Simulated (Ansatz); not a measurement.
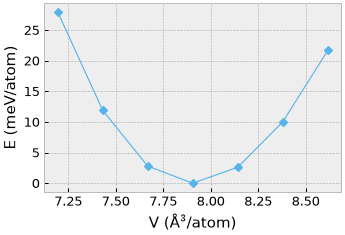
Be (hcp (Mg type), P6_3/mmc) under volume change, PBE in the plane-wave PAW code Ansatz, shape and atoms relaxed at each volume.

### Question
What does a third-order Birch–Murnaghan fit give for V₀, B₀ and B′?

### Answer
V₀ = 7.90 Å³/atom, B₀ = 123 GPa, B′ = 3.3.

The cell was relaxed with PBE under the symmetry of its start.

Potentials: the earlier of the program's two PAW sets.
